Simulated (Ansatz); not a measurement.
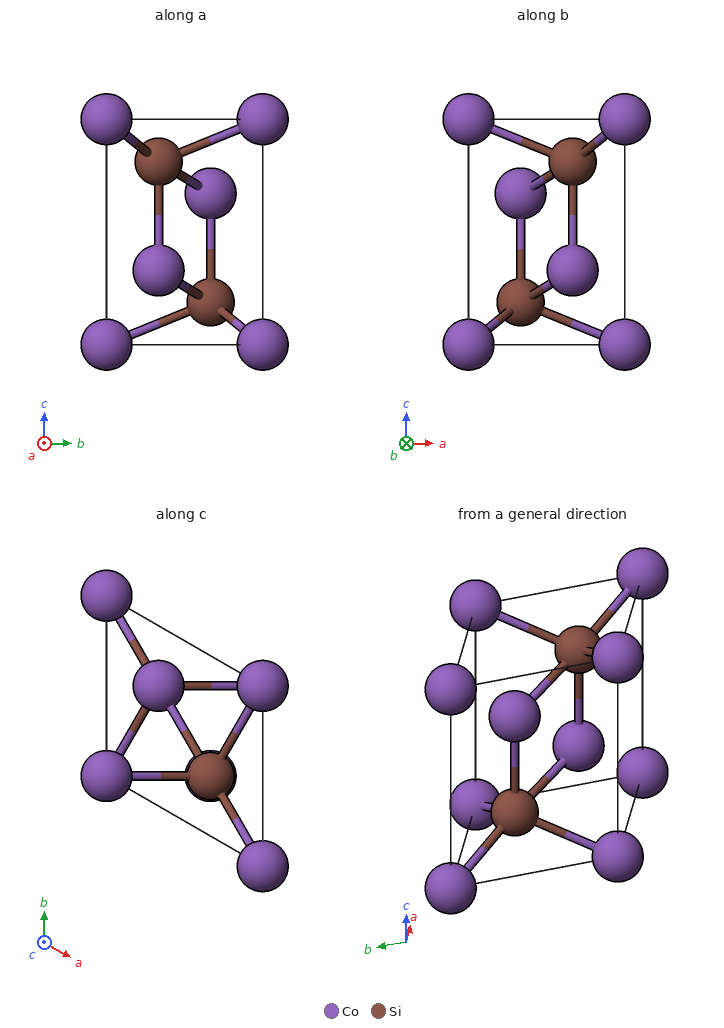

View along the a axis, along the b axis, along the c axis and from a general direction, drawn as a ball-and-stick model. The lines enclose the conventional unit cell; boundary atoms appear with their images.

Cell parameters: a = 3.77 Å, b = 3.77 Å, c = 4.71 Å, α = 90.00°, β = 90.00°, γ = 120.00°.

Bond cut-offs: Co–Si up to 2.87 Å (cut-off distances).

**Work out the formula from the picture.**

Co$_{3}$Si$_{2}$. The cell holds 3 Co, 2 Si, counting shared atoms by their share.

**Determine the space group.**

P-3m1 (No. 164), with Co on 1a, Co on 2d and Si on 2d.

**How far does the bonding extend?**

The bonds build a three-dimensional framework.

It goes back to a textbook structure type filled with these elements (whether it is the usual form wasn't checked). The final geometry of a relaxation with Ansatz 0.2.0, DFT PBE, scalar-relativistic, plane waves, PAW is shown.
